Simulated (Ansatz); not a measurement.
## C₄H₁₀O₂Sn: geometry relaxation (part 2 of 2)

Continued. System: C₄H₁₀O₂Sn (SnHMe2(OAc)). Method: RKS PBE-D4/def2-SVP (Ansatz 0.2.0). The geometry: GFN2-xTB start.

Geometry of the input (Å):
```
Sn 0.8045  0.7950  0.6028
H  0.8035  0.6392  2.3064
C  2.7555  0.4845  -0.3211
H  2.6246  0.4754  -1.3987
H  3.1690  -0.4677  -0.0082
H  3.4389  1.2806  -0.0501
C  -0.4590  2.3418  -0.2792
H  -1.4381  2.3100  0.1848
H  -0.5495  2.1236  -1.3398
H  -0.0108  3.3189  -0.1416
O  -0.0123  -1.0570  -0.0680
C  -1.2297  -1.1903  0.3422
C  -1.9117  -2.4503  -0.1222
O  -1.7777  -0.3552  1.0333
H  -2.8453  -2.5865  0.4142
H  -1.2516  -3.2989  0.0334
H  -2.1104  -2.3630  -1.1884
```

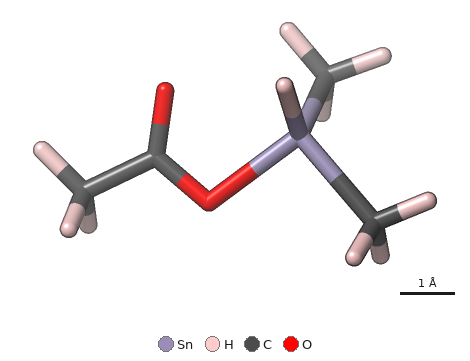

**Figure 1.** The geometry at step 11 of the log (stick view, seen at a tilt).

**Trajectory as extended XYZ, continued**
```
17
Properties=species:S:1:pos:R:3:forces:R:3 step=5 energy=-14221.41914
Sn    0.7551    0.7340    0.5898   -0.0199  -0.0056  -0.0260
H     0.8387    0.6717    2.3149    0.0050   0.0002   0.0107
C     2.7152    0.5371   -0.3142   -0.0111  -0.0031   0.0096
H     2.6185    0.5310   -1.4169   -0.0038   0.0016   0.0095
H     3.1700   -0.4166    0.0146    0.0190   0.0030  -0.0064
H     3.3689    1.3776   -0.0096   -0.0032  -0.0017   0.0029
C    -0.4057    2.3307   -0.2847   -0.0100  -0.0215   0.0082
H    -1.4008    2.3362    0.1948   -0.0053   0.0187  -0.0051
H    -0.5172    2.1420   -1.3700    0.0093  -0.0038   0.0113
H     0.1040    3.3020   -0.1343   -0.0004  -0.0015  -0.0001
O     0.0182   -1.1260   -0.1233    0.0041   0.0451  -0.0095
C    -1.2188   -1.2244    0.3271   -0.0327  -0.1138  -0.0031
C    -1.9476   -2.4785   -0.1111    0.0037   0.0417   0.0165
O    -1.7343   -0.3531    1.0383    0.0467   0.0444  -0.0165
H    -2.8958   -2.5853    0.4442    0.0033   0.0024  -0.0047
H    -1.3050   -3.3678    0.0373   -0.0068   0.0042  -0.0022
H    -2.1634   -2.4108   -1.1970    0.0020  -0.0103   0.0049
17
Properties=species:S:1:pos:R:3:forces:R:3 step=6 energy=-14221.41995
Sn    0.7568    0.7287    0.5919   -0.0400   0.0004  -0.0483
H     0.8395    0.6599    2.3168    0.0044  -0.0038   0.0113
C     2.7168    0.5405   -0.3142   -0.0084  -0.0038   0.0097
H     2.6180    0.5354   -1.4166   -0.0051   0.0009   0.0050
H     3.1793   -0.4101    0.0121    0.0157  -0.0019  -0.0030
H     3.3657    1.3847   -0.0104    0.0013   0.0048   0.0051
C    -0.4074    2.3250   -0.2792   -0.0025  -0.0098   0.0109
H    -1.4007    2.3311    0.2040   -0.0008   0.0135  -0.0056
H    -0.5230    2.1342   -1.3636    0.0075  -0.0060   0.0067
H     0.1020    3.2970   -0.1334    0.0055   0.0056  -0.0009
O     0.0234   -1.1325   -0.1298    0.0142   0.0345   0.0068
C    -1.2155   -1.2215    0.3154   -0.0224  -0.0719  -0.0072
C    -1.9498   -2.4760   -0.1089   -0.0068   0.0334   0.0112
O    -1.7293   -0.3373    1.0130    0.0400   0.0128   0.0018
H    -2.9019   -2.5669    0.4418   -0.0065  -0.0007  -0.0018
H    -1.3157   -3.3677    0.0576    0.0031  -0.0019   0.0014
H    -2.1580   -2.4245   -1.1968    0.0010  -0.0060  -0.0034
17
Properties=species:S:1:pos:R:3:forces:R:3 step=7 energy=-14221.42047
Sn    0.7475    0.7241    0.5889    0.0530   0.0420  -0.0115
H     0.8454    0.6515    2.3126   -0.0111  -0.0018   0.0206
C     2.7116    0.5411   -0.3112   -0.0059   0.0008  -0.0065
H     2.6173    0.5380   -1.4140   -0.0018   0.0018   0.0036
H     3.1772   -0.4087    0.0136    0.0067  -0.0032   0.0015
H     3.3582    1.3860   -0.0039   -0.0014   0.0077   0.0051
C    -0.4091    2.3249   -0.2797   -0.0135   0.0019  -0.0025
H    -1.4042    2.3333    0.1994   -0.0045   0.0135  -0.0062
H    -0.5203    2.1354   -1.3648    0.0013  -0.0006   0.0052
H     0.1016    3.2959   -0.1313    0.0084  -0.0008   0.0003
O     0.0288   -1.1377   -0.1384   -0.0411  -0.0070   0.0038
C    -1.2084   -1.2233    0.3120    0.0001  -0.0734  -0.0360
C    -1.9504   -2.4737   -0.1068   -0.0050   0.0149   0.0076
O    -1.7139   -0.3347    1.0109    0.0234   0.0123   0.0125
H    -2.9017   -2.5587    0.4459   -0.0105  -0.0005   0.0010
H    -1.3197   -3.3674    0.0614    0.0005  -0.0065   0.0026
H    -2.1598   -2.4259   -1.1947    0.0014  -0.0010  -0.0013
17
Properties=species:S:1:pos:R:3:forces:R:3 step=8 energy=-14221.42183
Sn    0.7451    0.7180    0.5838   -0.0070   0.0125   0.0134
H     0.8358    0.6256    2.3080    0.0055   0.0050   0.0035
C     2.7102    0.5514   -0.3156    0.0022   0.0000  -0.0046
H     2.6156    0.5528   -1.4183    0.0015   0.0021  -0.0013
H     3.1862   -0.3947    0.0049    0.0032  -0.0019   0.0021
H     3.3472    1.4022   -0.0038   -0.0025   0.0012   0.0002
C    -0.4034    2.3310   -0.2752    0.0105   0.0180   0.0053
H    -1.3961    2.3607    0.2080   -0.0048  -0.0060   0.0016
H    -0.5223    2.1421   -1.3594   -0.0053  -0.0036  -0.0038
H     0.1241    3.2942   -0.1322    0.0029  -0.0072  -0.0021
O     0.0197   -1.1363   -0.1676   -0.0064  -0.0232  -0.0111
C    -1.2064   -1.2332    0.3073   -0.0242   0.0017   0.0247
C    -1.9568   -2.4807   -0.1035   -0.0155   0.0054  -0.0007
O    -1.6972   -0.3529    1.0289    0.0154  -0.0082  -0.0140
H    -2.9330   -2.5308    0.4097    0.0099   0.0134  -0.0036
H    -1.3558   -3.3820    0.1259    0.0138   0.0048  -0.0040
H    -2.1129   -2.4676   -1.2009    0.0008  -0.0140  -0.0056
17
Properties=species:S:1:pos:R:3:forces:R:3 step=9 energy=-14221.42217
Sn    0.7431    0.7150    0.5853    0.0032   0.0069   0.0010
H     0.8389    0.6229    2.3099   -0.0008   0.0013  -0.0038
C     2.7088    0.5533   -0.3160   -0.0014   0.0003  -0.0004
H     2.6140    0.5550   -1.4187   -0.0006  -0.0005  -0.0001
H     3.1897   -0.3906    0.0043   -0.0005   0.0011   0.0007
H     3.3420    1.4071   -0.0044   -0.0018   0.0000   0.0011
C    -0.4019    2.3319   -0.2719   -0.0025   0.0034   0.0015
H    -1.3896    2.3729    0.2209    0.0021  -0.0021   0.0028
H    -0.5350    2.1360   -1.3534    0.0009  -0.0014   0.0026
H     0.1357    3.2912   -0.1415    0.0022  -0.0029  -0.0024
O     0.0191   -1.1406   -0.1703   -0.0059  -0.0015   0.0035
C    -1.2079   -1.2340    0.3031    0.0107  -0.0093  -0.0139
C    -1.9584   -2.4817   -0.1053   -0.0079  -0.0041  -0.0022
O    -1.6969   -0.3516    1.0231    0.0008   0.0051   0.0036
H    -2.9389   -2.5227    0.3995   -0.0007  -0.0023   0.0003
H    -1.3597   -3.3808    0.1398   -0.0019   0.0020   0.0039
H    -2.1030   -2.4835   -1.2045    0.0040   0.0040   0.0019
17
Properties=species:S:1:pos:R:3:forces:R:3 step=10 energy=-14221.42234
Sn    0.7416    0.7110    0.5852   -0.0042  -0.0010  -0.0045
H     0.8384    0.6132    2.3096    0.0004  -0.0006  -0.0062
C     2.7074    0.5575   -0.3176    0.0016  -0.0006   0.0044
H     2.6123    0.5582   -1.4202   -0.0010  -0.0017   0.0001
H     3.1953   -0.3826    0.0035   -0.0024   0.0038  -0.0013
H     3.3342    1.4163   -0.0065   -0.0006  -0.0032  -0.0008
C    -0.4000    2.3335   -0.2664   -0.0101   0.0058   0.0014
H    -1.3792    2.3911    0.2425    0.0158  -0.0011  -0.0061
H    -0.5539    2.1280   -1.3437    0.0009   0.0028   0.0132
H     0.1520    3.2874   -0.1549   -0.0060  -0.0120  -0.0041
O     0.0184   -1.1442   -0.1794   -0.0004   0.0041   0.0089
C    -1.2073   -1.2363    0.2966    0.0201   0.0074  -0.0137
C    -1.9608   -2.4836   -0.1066   -0.0084  -0.0357  -0.0193
O    -1.6919   -0.3526    1.0184   -0.0066  -0.0003   0.0046
H    -2.9533   -2.5057    0.3774    0.0244  -0.0076  -0.0143
H    -1.3752   -3.3833    0.1720   -0.0286   0.0337  -0.0053
H    -2.0778   -2.5079   -1.2099    0.0052   0.0061   0.0430
17
Properties=species:S:1:pos:R:3:forces:R:3 step=11 energy=-14221.42248
Sn    0.7419    0.7112    0.5854   -0.0037  -0.0040  -0.0014
H     0.8392    0.6138    2.3095   -0.0003  -0.0009  -0.0017
C     2.7079    0.5571   -0.3168    0.0000   0.0019   0.0007
H     2.6121    0.5549   -1.4194    0.0011  -0.0016  -0.0004
H     3.1967   -0.3817    0.0063   -0.0034   0.0023  -0.0004
H     3.3342    1.4172   -0.0083   -0.0005  -0.0020  -0.0007
C    -0.4017    2.3329   -0.2645   -0.0056   0.0051  -0.0024
H    -1.3754    2.3981    0.2539    0.0145  -0.0014  -0.0054
H    -0.5677    2.1210   -1.3388    0.0003   0.0031   0.0129
H     0.1559    3.2848   -0.1652   -0.0063  -0.0086  -0.0039
O     0.0204   -1.1453   -0.1776   -0.0022   0.0072   0.0003
C    -1.2069   -1.2353    0.2944    0.0209  -0.0042   0.0048
C    -1.9602   -2.4829   -0.1085   -0.0054  -0.0222  -0.0187
O    -1.6923   -0.3508    1.0148   -0.0085   0.0030  -0.0006
H    -2.9541   -2.5035    0.3720    0.0153  -0.0047  -0.0095
H    -1.3766   -3.3821    0.1743   -0.0197   0.0233  -0.0032
H    -2.0734   -2.5094   -1.2117    0.0035   0.0037   0.0298
17
Properties=species:S:1:pos:R:3:forces:R:3 step=12 energy=-14221.41953 accepted=F
Sn    0.7442    0.7134    0.5888   -0.0047  -0.0086  -0.0138
H     0.8428    0.6160    2.3114   -0.0029  -0.0047   0.0210
C     2.7089    0.5566   -0.3140    0.0015   0.0058  -0.0121
H     2.6106    0.5311   -1.4163    0.0045   0.0007   0.0085
H     3.2021   -0.3733    0.0273    0.0012  -0.0028  -0.0014
H     3.3321    1.4252   -0.0240   -0.0028   0.0002  -0.0015
C    -0.4113    2.3305   -0.2510   -0.0668   0.0977  -0.0927
H    -1.3393    2.4550    0.3451    0.1433  -0.0013  -0.1086
H    -0.6758    2.0666   -1.3000    0.0401   0.0557   0.1960
H     0.1889    3.2675   -0.2507   -0.1143  -0.1350  -0.0039
O     0.0335   -1.1505   -0.1664    0.0279  -0.0371   0.0581
C    -1.1974   -1.2379    0.2946   -0.1242   0.1146  -0.1603
C    -1.9547   -2.4794   -0.1224    0.0403   0.0115   0.0742
O    -1.6971   -0.3398    0.9891    0.0492  -0.0580   0.0580
H    -2.9643   -2.4847    0.3213   -0.0211   0.0139   0.0163
H    -1.3959   -3.3804    0.1936    0.0207  -0.0537  -0.0004
H    -2.0273   -2.5158   -1.2264    0.0081   0.0012  -0.0373
17
Properties=species:S:1:pos:R:3:forces:R:3 step=13 energy=-14221.42270
Sn    0.7418    0.7110    0.5884    0.0058   0.0051  -0.0074
H     0.8391    0.6107    2.3123    0.0018   0.0006  -0.0027
C     2.7060    0.5587   -0.3176    0.0045  -0.0055   0.0083
H     2.6104    0.5464   -1.4202   -0.0063   0.0002   0.0029
H     3.1962   -0.3764    0.0137    0.0065   0.0000  -0.0033
H     3.3307    1.4224   -0.0164   -0.0003  -0.0005   0.0003
C    -0.4023    2.3333   -0.2591   -0.0126   0.0048  -0.0005
H    -1.3580    2.4216    0.2882    0.0043   0.0066  -0.0087
H    -0.6063    2.1017   -1.3227    0.0007  -0.0010   0.0120
H     0.1700    3.2798   -0.1986   -0.0033  -0.0151   0.0027
O     0.0251   -1.1475   -0.1738   -0.0045   0.0050  -0.0107
C    -1.2044   -1.2357    0.2916    0.0006  -0.0087   0.0266
C    -1.9584   -2.4823   -0.1142   -0.0015   0.0008  -0.0081
O    -1.6922   -0.3507    1.0103   -0.0002   0.0036  -0.0111
H    -2.9611   -2.4933    0.3472    0.0064   0.0020  -0.0034
H    -1.3873   -3.3820    0.1893   -0.0024   0.0067  -0.0024
H    -2.0494   -2.5177   -1.2183    0.0004  -0.0046   0.0056
17
Properties=species:S:1:pos:R:3:forces:R:3 step=14 energy=-14221.42267 accepted=F
Sn    0.7425    0.7104    0.5906   -0.0017  -0.0012   0.0071
H     0.8424    0.6065    2.3142   -0.0020  -0.0014   0.0007
C     2.7065    0.5589   -0.3159    0.0012   0.0042  -0.0048
H     2.6052    0.5381   -1.4179    0.0036   0.0010   0.0011
H     3.2041   -0.3711    0.0192   -0.0048   0.0015   0.0013
H     3.3276    1.4284   -0.0240   -0.0011  -0.0010  -0.0013
C    -0.4075    2.3319   -0.2502   -0.0145   0.0419  -0.0332
H    -1.3410    2.4566    0.3304    0.0529  -0.0070  -0.0301
H    -0.6582    2.0740   -1.2993    0.0114   0.0179   0.0603
H     0.1883    3.2675   -0.2392   -0.0415  -0.0502  -0.0027
O     0.0293   -1.1484   -0.1746    0.0071  -0.0074   0.0030
C    -1.2015   -1.2352    0.2868   -0.0350   0.0170  -0.0052
C    -1.9561   -2.4808   -0.1208    0.0005  -0.0064   0.0013
O    -1.6925   -0.3466    0.9993    0.0132  -0.0152   0.0031
H    -2.9707   -2.4769    0.3150    0.0182   0.0020  -0.0077
H    -1.4013   -3.3806    0.2129   -0.0078   0.0119  -0.0091
H    -2.0172   -2.5326   -1.2265    0.0001  -0.0074   0.0162
17
Properties=species:S:1:pos:R:3:forces:R:3 step=15 energy=-14221.42287
Sn    0.7424    0.7107    0.5887   -0.0015  -0.0027   0.0008
H     0.8408    0.6085    2.3124   -0.0007  -0.0006   0.0012
C     2.7071    0.5588   -0.3162   -0.0010   0.0009  -0.0019
H     2.6080    0.5445   -1.4184    0.0020   0.0001  -0.0008
H     3.2012   -0.3744    0.0149   -0.0014  -0.0002   0.0007
H     3.3301    1.4248   -0.0184   -0.0001   0.0005   0.0000
C    -0.4050    2.3322   -0.2556    0.0039  -0.0026   0.0002
H    -1.3512    2.4359    0.3044   -0.0020  -0.0001   0.0026
H    -0.6274    2.0900   -1.3126   -0.0019  -0.0018  -0.0035
H     0.1769    3.2732   -0.2149    0.0021   0.0053  -0.0005
O     0.0257   -1.1470   -0.1758    0.0059  -0.0015   0.0020
C    -1.2037   -1.2354    0.2900   -0.0129   0.0104  -0.0062
C    -1.9577   -2.4816   -0.1166    0.0050   0.0040   0.0018
O    -1.6925   -0.3487    1.0058    0.0037  -0.0066   0.0034
H    -2.9649   -2.4862    0.3342   -0.0025  -0.0002   0.0010
H    -1.3931   -3.3808    0.1993    0.0008  -0.0030   0.0006
H    -2.0365   -2.5246   -1.2212    0.0006  -0.0018  -0.0014
17
Properties=species:S:1:pos:R:3:forces:R:3 step=16 energy=-14221.42291
Sn    0.7426    0.7104    0.5899   -0.0011  -0.0039   0.0027
H     0.8412    0.6065    2.3134   -0.0007  -0.0006   0.0016
C     2.7070    0.5594   -0.3158   -0.0005   0.0013  -0.0029
H     2.6070    0.5417   -1.4179    0.0025   0.0005  -0.0001
H     3.2030   -0.3720    0.0175   -0.0021   0.0003   0.0009
H     3.3288    1.4274   -0.0209   -0.0004   0.0001  -0.0002
C    -0.4061    2.3318   -0.2526   -0.0034   0.0102  -0.0099
H    -1.3426    2.4499    0.3220    0.0150  -0.0014  -0.0086
H    -0.6487    2.0786   -1.3033    0.0024   0.0050   0.0176
H     0.1846    3.2687   -0.2330   -0.0114  -0.0115  -0.0016
O     0.0271   -1.1473   -0.1758    0.0057  -0.0004  -0.0023
C    -1.2031   -1.2348    0.2874   -0.0132   0.0046   0.0048
C    -1.9570   -2.4810   -0.1195    0.0028   0.0032  -0.0020
O    -1.6925   -0.3482    1.0032    0.0036  -0.0053  -0.0004
H    -2.9685   -2.4805    0.3221    0.0017   0.0001  -0.0011
H    -1.3980   -3.3800    0.2077   -0.0009   0.0015  -0.0015
H    -2.0248   -2.5305   -1.2246    0.0000  -0.0038   0.0032
```

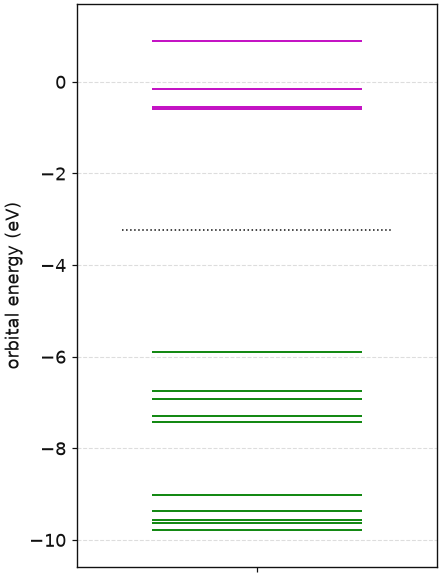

**Figure 2.** Orbital energies near the frontier; the dotted line parts filled from empty levels, and levels within 0.02 eV of each other stand side by side. Highest filled −5.89 eV, lowest empty −0.60 eV, 5.29 eV apart.
